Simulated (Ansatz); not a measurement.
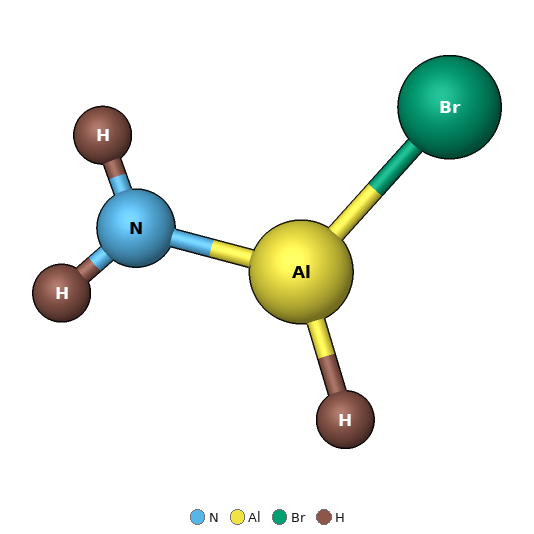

The picture shows a molecular structure as a ball-and-stick model. Every bond is drawn as one stick, whatever its order.

Computed geometry: PBE0-D4/def2-TZVP optimisation.

Which formula does it have?

AlBrH₃N, 6 atoms: 1 aluminium, 1 bromine, 3 hydrogen and 1 nitrogen.

How many sets of symmetry-equivalent atoms are there?

6: 1 N, 1 Al, 1 Br, 1 H, 1 H, 1 H.

Give a SMILES string for it.

[NH2][AlH][Br]

The parts below concern this one geometry. Atoms keep their numbers from picture to picture.

## Charges

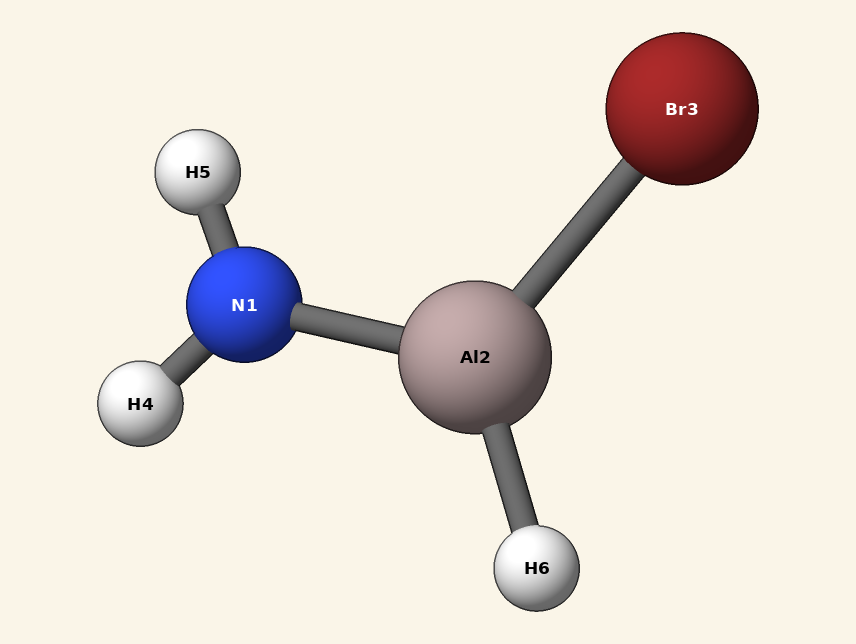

The questions are on Mulliken charges. Method: RKS PBE0-D4/def2-TZVP (Ansatz 0.2.0).

Which atom carries the highest charge (most positive or least negative)?

Al2 (0.51 e).

And the lowest?

N1 (−0.63 e).

Give the Mulliken charges atom by atom.

```csv
atom,value (e)
N1,−0.63
Al2,0.51
Br3,−0.28
H4,0.24
H5,0.25
H6,−0.08
```

## Electronic properties

Level of theory: RKS CAM-B3LYP-D4/def2-TZVPP (Ansatz 0.2.0).

Estimate the HOMO–LUMO gap.

9.56 eV.

Give the HOMO energy (Kohn–Sham orbital) at this level.

−9.23 eV.

## Vibrations

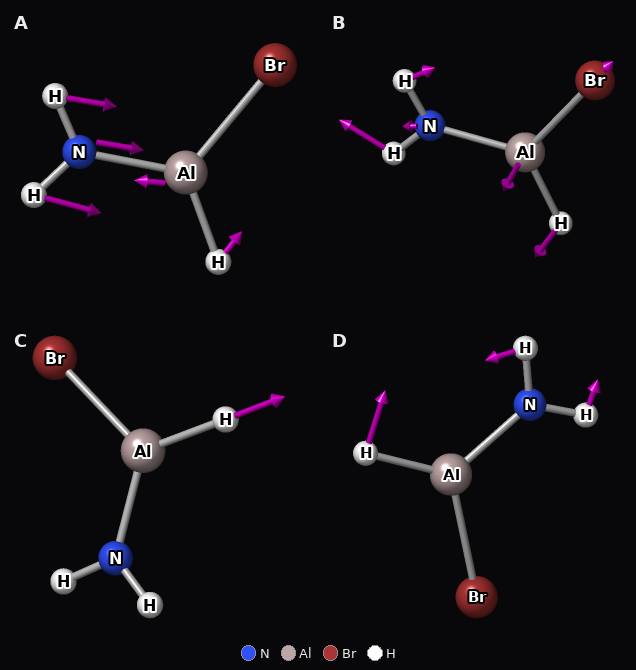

4 normal modes of one molecule or complex, as arrows. Harmonic vibrations computed with RKS PBE0-D4/def2-TZVP (Ansatz 0.2.0) at a stationary point of the same level.

Match the panels to the wavenumbers 397 cm⁻¹, 567 cm⁻¹, 844 cm⁻¹, 1984 cm⁻¹.

A: 844 cm⁻¹
B: 397 cm⁻¹, Al–Br stretching
C: 1984 cm⁻¹, Al–H stretching
D: 567 cm⁻¹, angle bending

Mulliken values depend strongly on the basis set and can even reverse the polarity of a bond.
